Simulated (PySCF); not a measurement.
**C2H8OP2Si2 (SMILES CC(=O)[SiH]1P[SiH2]P1): density, localisation and related maps**

```xyz
15

C     2.6599   -0.5598    0.3976
C     1.1932   -0.8027    0.2264
O     0.6250   -1.7824    0.6466
Si    0.1566    0.5404   -0.6881
P    -1.6357   -0.4787   -1.6187
Si   -2.6439    0.2812    0.2655
P    -0.9726    1.6845    0.9166
H     3.1176   -0.4670   -0.5850
H     3.1307   -1.3680    0.9532
H     2.7997    0.3846    0.9196
H     0.9625    1.3638   -1.5947
H    -1.3354   -1.7373   -1.1382
H    -2.8374   -0.7270    1.3036
H    -3.8788    0.9947   -0.0577
H    -1.3457    2.6817    0.0314
```

Geometry: GFN2-xTB.

Theory: PBE0/pcSseg-1, SCF density, gas phase, non-relativistic (PySCF 2.14.0).

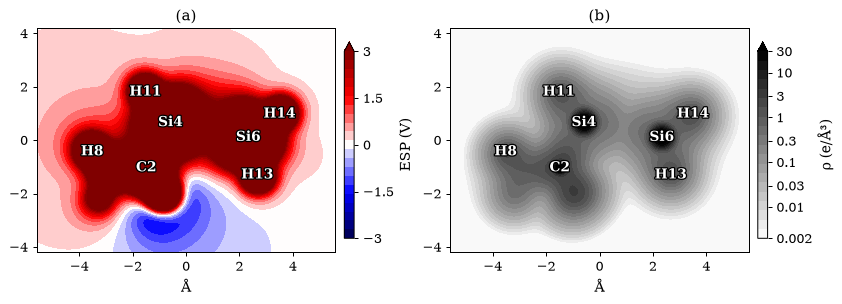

Figure 1. (a) electrostatic potential; (b) total electron density on the plane of atoms H13, Si6 and H14.

Question: Read the bonding off the picture.

Answer:
- The section cuts through C, Si and H sites.
- C–Si (1.93 Å): the density is about 0.91 e/Å³ at the midpoint.
- Si–H (1.46 Å): ρ at the midpoint is about 0.82 e/Å³.
- Outside the dense part of the molecule the potential is most negative (−1.5 V) near O3, which lies off the plane.

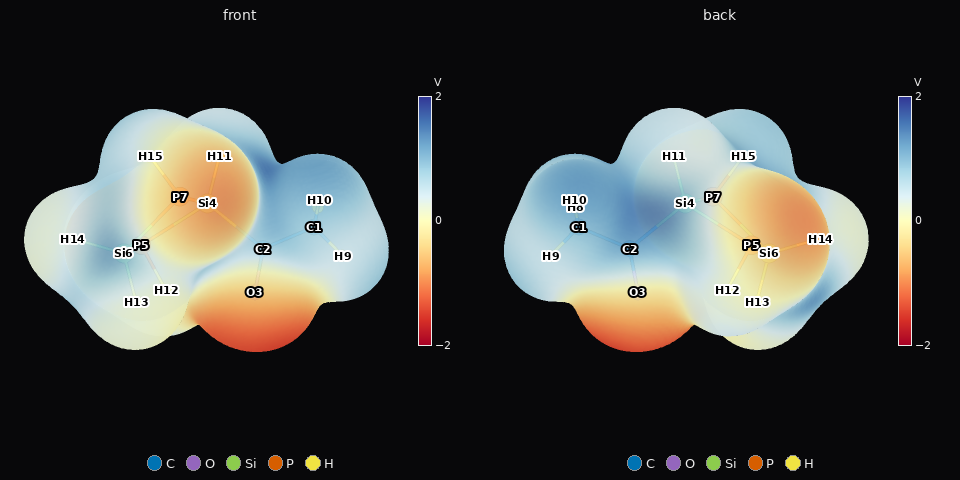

Figure 2. The molecular electrostatic potential painted on the density surface at 0.002 e/bohr³, seen from the front and from behind; the colour scale runs from red (negative) to blue (positive).

Question: Describe the electrostatic potential map.

Answer: The most negative region (about −1.4 V) lies over O3, the most positive (about +1.5 V) over C2 and Si4. O3 is the likeliest acceptor of a hydrogen bond.

Question: What dipole moment does the calculation give?

Answer: Its dipole moment is 1.96 D.
